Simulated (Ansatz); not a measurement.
## Scan of one atom of the cell for WC (WC type, space group P-6m2)

Relaxed WC (WC type, space group P-6m2):

```
CELL_PARAMETERS angstrom
      2.92185     0.00000     0.00000
     -1.46093     2.53040     0.00000
      0.00000     0.00000     2.84710
ATOMIC_POSITIONS crystal
  W  0.00000 0.00000 0.00000
  C  0.66667 0.33333 0.50000
```

Scan: atom 2 (C, nearest neighbour W at 2.207 Å; its periodic images, 2.8 Å or more away, move with it) is displaced towards the nearest neighbour, direction (-0.662, -0.382, -0.645) in Cartesian axes, by s. The other atoms stay.

Method: PBE (plane waves to 420 eV, PAW, scalar-relativistic; Ansatz, a first-principles code). k mesh 15×15×13 (Γ-centred), Fermi-Dirac smearing 0.05 eV. E stands for the smeared free energy. Left out: 1 of 11 points, with atoms too close for the PAW data. With partly filled bands, energies and forces of such displacements shift with the k mesh and the smearing. F∥ is the force on the atom along that direction. Spin-orbit coupling is left out, though W is heavy. WC is run without spin polarisation. WC was relaxed with its symmetry unable to fall. The zero of ΔE is the undisplaced structure.

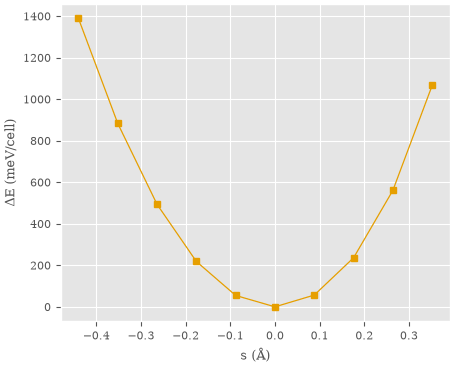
Figure: ΔE (meV/cell) against s (Å); computed points joined by lines.

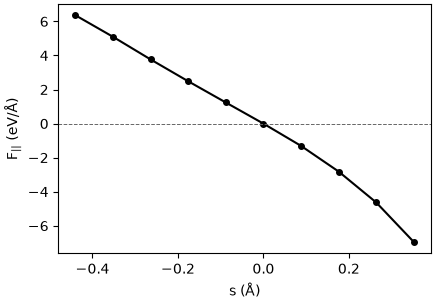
Figure. F∥ (eV/Å) against s (Å); one marker a computed point.

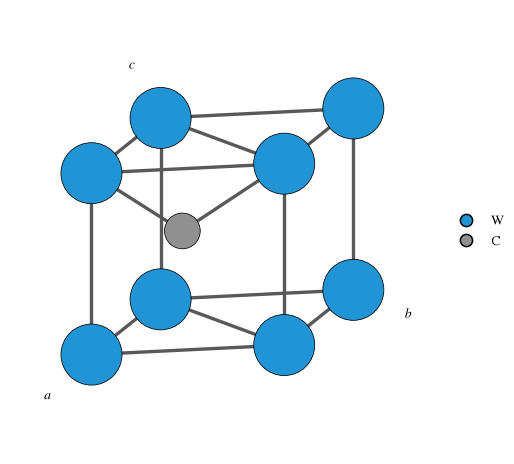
Figure: The cell of the calculation at s = -0.440 Å.

The energy at s = 0.352 Å is 1066 meV/cell and the force along the line at s = -0.440 Å is 6.36 eV/Å. Harmonic estimate at the end of the scan: ½ks² = 885 meV/cell against the computed 1066 meV/cell, so the well is stiffer than harmonic there. Shape of the curve: a single well with its minimum at or next to zero displacement. Symmetry of the curve: not even: the positive side lies higher at ±0.352 Å.

With its periodic images moving along, the atom's site symmetry in this cell is -6m2.

(A displaced cell: forces are minus the slopes of the energy, force constants its curvatures, and phonons follow from these.)
